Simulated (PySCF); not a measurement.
# Rh+: excitation energy in aug-cc-pVTZ-DK

Each state of rhodium is computed at each level; their differences give the excitation energy. How far do the methods differ?

The numbers are computed with PySCF 2.14.0 (unrestricted determinants in a Gaussian basis, no spin-orbit coupling in the energies), except any that are marked as measured or tabulated.

## 1. The system

```
Element                                   : rhodium (Z = 45)
Basis                                     : aug-cc-pVTZ-DK (9s8p6d3f2g, 102 functions)
Hamiltonian                               : the spin-free X2C one-electron Hamiltonian (Gaussian nucleus)
State 1                                   : Rh+: [Kr] 4d7 5s1, high-spin 5F determinant (an excited configuration)
Needed too, but not shown                 : Rh+ [Kr] 4d8 (3F)
Methods                                   : UHF, LDA, PBE, PBE0, r2SCAN, wB97X, r2SCANh, B3LYP, MP2
Core shells frozen in the correlated runs : valence: [Kr] (for Rh+)
```

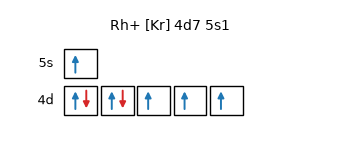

Occupation of the outer shells (arrows by Hund's rule).

One driver process ran all states and methods and kept the integrals in memory. Each run is shown as a PySCF script that sums up its settings (the driver passes frozen orbitals as a list and adds second-order terms of double hybrids); the logs are those of the runs themselves. The driver starts from symmetry-adapted Hartree-Fock orbitals, holds the occupation by maximum overlap and uses a logarithmic radial grid for functionals, so a plain start would take other cycles.

The integrals over 102 functions and the set-up took 7.8 s of CPU time.

## 2. Rh+ [Kr] 4d7 5s1, method by method

Level: UHF.

Input file input.py:

```python
from pyscf import gto, scf, dft, mp, cc
import basis_set_exchange as bse
mol = gto.M(atom="Rh 0 0 0", charge=1, spin=4, symmetry="D2h",
            basis=gto.basis.parse(bse.get_basis("aug-cc-pVTZ-DK", elements=["Rh"], fmt="nwchem")),
            nucmod="G")
mf = scf.UHF(mol).sfx2c1e()
mf.irrep_nelec = {'Ag': (9, 7), 'B1g': (2, 2), 'B2g': (2, 1), 'B3g': (2, 1), 'B1u': (3, 3), 'B2u': (3, 3), 'B3u': (3, 3)}
mf.kernel()
```

Level: LDA.

input.py, as changed from the run before:

```diff
@@ -5,3 +5,3 @@
             nucmod="G")
-mf = scf.UHF(mol).sfx2c1e()
+mf = dft.UKS(mol, xc="LDA,VWN").sfx2c1e()
 mf.irrep_nelec = {'Ag': (9, 7), 'B1g': (2, 2), 'B2g': (2, 1), 'B3g': (2, 1), 'B1u': (3, 3), 'B2u': (3, 3), 'B3u': (3, 3)}
```

Level: PBE.

input.py, as changed from the run before:

```diff
@@ -5,3 +5,3 @@
             nucmod="G")
-mf = dft.UKS(mol, xc="LDA,VWN").sfx2c1e()
+mf = dft.UKS(mol, xc="PBE").sfx2c1e()
 mf.irrep_nelec = {'Ag': (9, 7), 'B1g': (2, 2), 'B2g': (2, 1), 'B3g': (2, 1), 'B1u': (3, 3), 'B2u': (3, 3), 'B3u': (3, 3)}
```

Level: PBE0.

input.py, as changed from the run before:

```diff
@@ -5,3 +5,3 @@
             nucmod="G")
-mf = dft.UKS(mol, xc="PBE").sfx2c1e()
+mf = dft.UKS(mol, xc="PBE0").sfx2c1e()
 mf.irrep_nelec = {'Ag': (9, 7), 'B1g': (2, 2), 'B2g': (2, 1), 'B3g': (2, 1), 'B1u': (3, 3), 'B2u': (3, 3), 'B3u': (3, 3)}
```

Level: r2SCAN.

input.py, as changed from the run before:

```diff
@@ -5,3 +5,3 @@
             nucmod="G")
-mf = dft.UKS(mol, xc="PBE0").sfx2c1e()
+mf = dft.UKS(mol, xc="R2SCAN").sfx2c1e()
 mf.irrep_nelec = {'Ag': (9, 7), 'B1g': (2, 2), 'B2g': (2, 1), 'B3g': (2, 1), 'B1u': (3, 3), 'B2u': (3, 3), 'B3u': (3, 3)}
```

Level: wB97X.

input.py, as changed from the run before:

```diff
@@ -5,3 +5,3 @@
             nucmod="G")
-mf = dft.UKS(mol, xc="R2SCAN").sfx2c1e()
+mf = dft.UKS(mol, xc="WB97X").sfx2c1e()
 mf.irrep_nelec = {'Ag': (9, 7), 'B1g': (2, 2), 'B2g': (2, 1), 'B3g': (2, 1), 'B1u': (3, 3), 'B2u': (3, 3), 'B3u': (3, 3)}
```

Level: r2SCANh.

input.py, as changed from the run before:

```diff
@@ -5,3 +5,3 @@
             nucmod="G")
-mf = dft.UKS(mol, xc="WB97X").sfx2c1e()
+mf = dft.UKS(mol, xc="HYB_MGGA_XC_R2SCANH").sfx2c1e()
 mf.irrep_nelec = {'Ag': (9, 7), 'B1g': (2, 2), 'B2g': (2, 1), 'B3g': (2, 1), 'B1u': (3, 3), 'B2u': (3, 3), 'B3u': (3, 3)}
```

Level: B3LYP.

input.py, as changed from the run before:

```diff
@@ -5,3 +5,3 @@
             nucmod="G")
-mf = dft.UKS(mol, xc="HYB_MGGA_XC_R2SCANH").sfx2c1e()
+mf = dft.UKS(mol, xc="B3LYP").sfx2c1e()
 mf.irrep_nelec = {'Ag': (9, 7), 'B1g': (2, 2), 'B2g': (2, 1), 'B3g': (2, 1), 'B1u': (3, 3), 'B2u': (3, 3), 'B3u': (3, 3)}
```

Level: MP2 (valence).

input.py, as changed from the run before:

```diff
@@ -5,4 +5,5 @@
             nucmod="G")
-mf = dft.UKS(mol, xc="B3LYP").sfx2c1e()
+mf = scf.UHF(mol).sfx2c1e()
 mf.irrep_nelec = {'Ag': (9, 7), 'B1g': (2, 2), 'B2g': (2, 1), 'B3g': (2, 1), 'B1u': (3, 3), 'B2u': (3, 3), 'B3u': (3, 3)}
 mf.kernel()
+mp.UMP2(mf, frozen=18).kernel()
```

Q: Predict the outcome of this session.

**Answer**, as computed:

```
                             quantity                                               value
excitation energy, Rh+ → [Kr] 4d7 5s1  UHF 1.324, MP2 (valence) 2.171 eV; reference 2.126
```

Accuracy by level (over 1 difference):

```
           method  mean absolute miss against the measured value (with the measured fine structure taken into account where it is known) (eV)
              UHF                                                                                                                       0.802
              LDA                                                                                                                       0.000
              PBE                                                                                                                       0.068
             PBE0                                                                                                                       0.064
           r2SCAN                                                                                                                       0.185
            wB97X                                                                                                                       0.570
          r2SCANh                                                                                                                       0.178
            B3LYP                                                                                                                       0.015
    MP2 (valence)                                                                                                                       0.045
SCS-MP2 (valence)                                                                                                                       0.357
```

What this shows: Against experiment LDA comes closest (off by 0.00 eV), level with B3LYP and UHF is farthest (0.80 eV). PBE is off by -0.07 eV. The basis is finite, and no extrapolation was made.
